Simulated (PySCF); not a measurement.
# SiO2 (silicon dioxide molecule): CCSD(T)/cc-pVTZ

Aim: the vertical ionisation energy of SiO2 (silicon dioxide molecule) at CCSD(T)/cc-pVTZ, from 2 runs. Input form: a Python script.

Program for the calculation: PySCF 2.14.0.

4 further runs of the same task are left out: 4 set aside as unsound or not needed.

## Step 1: The molecule

SiO2 has 3 atoms, charge 0, and is taken as a singlet. SMILES: `O=[Si]=O`. Geometry: relaxed at GFN2-xTB.

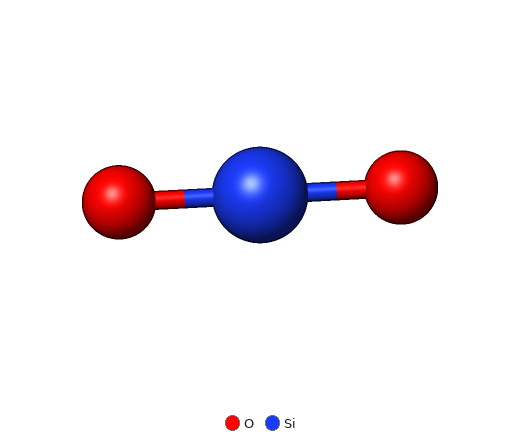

The structure, seen from a chosen angle (oxygen red, silicon blue).

## Step 2: A single-point energy at CCSD(T)/cc-pVTZ

job.py reads:

```python
from pyscf import gto, cc

mol = gto.Mole()
mol.atom = [
    ('O', (0.691230, 1.217290, 0.513740)),
    ('Si', (-0.000730, 0.000440, -0.000160)),
    ('O', (-0.690510, -1.217740, -0.513580)),
]
mol.basis = 'cc-pvtz'
mol.max_memory = 1860
mol.spin = 0
mol.charge = 0
mol.verbose = 3
mol.build()

calc0 = mol.RHF()
calc0.conv_tol = 1e-10
calc0.kernel()
if not calc0.converged:
    calc0 = calc0.newton().run(calc0.mo_coeff, calc0.mo_occ)

mycc = cc.CCSD(calc0, frozen=7)
mycc.kernel()
e_t = mycc.ccsd_t()
e_tot = mycc.e_tot + e_t
print(f'total energy: {e_tot:.8f} hartree')
```

Run with:

```
$ OMP_NUM_THREADS=1 python job.py
```

What it wrote:

```text
converged SCF energy = -438.720433265418
E(CCSD) = -439.2929906386284  E_corr = -0.5725573732106182
CCSD(T) correction = -0.0283592680416901
total energy: -439.32134991 hartree
```

It took 23 s on 1 thread of Arm Neoverse V2, shared host; peak memory 0.5 GiB.

## Step 3: The doublet cation

calc.py reads:

```python
from pyscf import gto, scf, cc

mol = gto.M(
    atom='''
O      1.306235     2.300345     0.970828
Si    -0.001380     0.000831    -0.000302
O     -1.304875    -2.301195    -0.970526
''',
    max_memory=1860,
    charge=1,
    unit='bohr',
    basis='cc-pvtz',
    verbose=3,
    spin=1,
)

hf = scf.UHF(mol)
hf.conv_tol = 1e-10
hf.kernel()
if not hf.converged:
    hf = hf.newton().run(hf.mo_coeff, hf.mo_occ)

mycc = cc.CCSD(hf, frozen=7)
mycc.kernel()
e_t = mycc.ccsd_t()
e_final = mycc.e_tot + e_t
print('Final energy', e_final)
```

Run with:

```
$ OMP_NUM_THREADS=1 python calc.py
```

What it wrote:

```text
converged SCF energy = -438.301285930028  <S^2> = 1.0678429  2S+1 = 2.2959468
E(UCCSD) = -438.8309388433577  E_corr = -0.5296529133299617
UCCSD(T) correction = -0.0268850649577317
Final energy -438.8578239083154
```

It took 2 min on 1 thread of Arm Neoverse V2, shared host; peak memory 2.6 GiB.

## Step 4: What came out

Level: CCSD(T)/cc-pVTZ, 7 core orbitals frozen.

| quantity | value |
| --- | --- |
| singlet SiO2: total energy | -439.32135 Eh |
| singlet SiO2: dipole moment (Hartree–Fock density) | 0.01 D |
| singlet SiO2: HOMO energy (Hartree–Fock orbitals) | -13.84 eV |
| singlet SiO2: LUMO energy (Hartree–Fock orbitals) | 0.27 eV |
| singlet SiO2: HOMO–LUMO gap (Hartree–Fock orbitals) | 14.11 eV |
| singlet SiO2: correlation energy (7 core orbitals frozen) | -600.9 mEh |
| singlet SiO2: (T) correction | -28.36 mEh |
| singlet SiO2: T1 diagnostic | 0.023 |
| doublet cation: total energy | -438.85782 Eh |
| doublet cation: HOMO energy (Hartree–Fock orbitals) (highest over α and β) | -18.58 eV |
| doublet cation: LUMO energy (Hartree–Fock orbitals) (lowest over α and β) | -9.31 eV |
| doublet cation: correlation energy (7 core orbitals frozen) | -556.5 mEh |
| doublet cation: (T) correction | -26.89 mEh |
| doublet cation: ⟨S²⟩ of the reference determinant | 1.068 |
| doublet cation: T1 diagnostic | 0.056 |
| vertical ionisation energy (to the doublet cation) | 12.613 eV |

**Reading.** Removing an electron at fixed nuclei costs 12.61 eV (291 kcal/mol). The T1 diagnostic (singlet SiO2) of 0.023 is above the customary mark for such species, so a single reference may not serve. Mulliken charges (singlet SiO2) of the mean-field density run from -0.46 on O1 to +0.93 on Si2; they depend strongly on the basis. The triples (singlet SiO2) make up 4.7 % of the correlation energy. ⟨S²⟩ (doublet cation) is 1.07 where a pure doublet has 0.75: the reference is spin-contaminated. The T1 diagnostic (doublet cation) of 0.056 is above the customary mark for such species, so a single reference may not serve.
